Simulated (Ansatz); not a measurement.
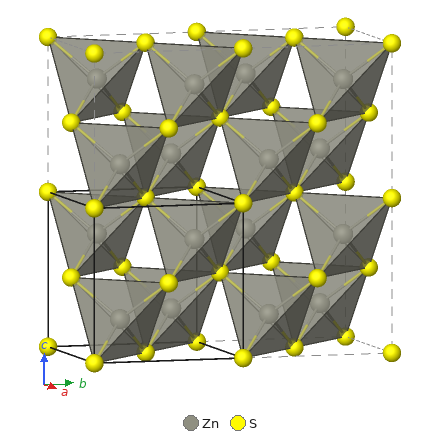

Polyhedra are drawn about Zn (bonds: S–Zn below 2.6 Å); other atoms are plain spheres.

ZnS (space group F-43m, No. 216): a calculation's input that goes back to an entry of the Crystallography Open Database (an earlier step may have relaxed or displaced it).

Sharing among the drawn polyhedra:

| site | polyhedron | corner-sharing neighbours | edge-sharing | face-sharing | bond (Å) |
| --- | --- | --- | --- | --- | --- |
| Zn | ZnS4 tetrahedron | 12 | 0 | 0 | 2.33 |

They form a three-dimensional framework of corner-sharing tetrahedra.
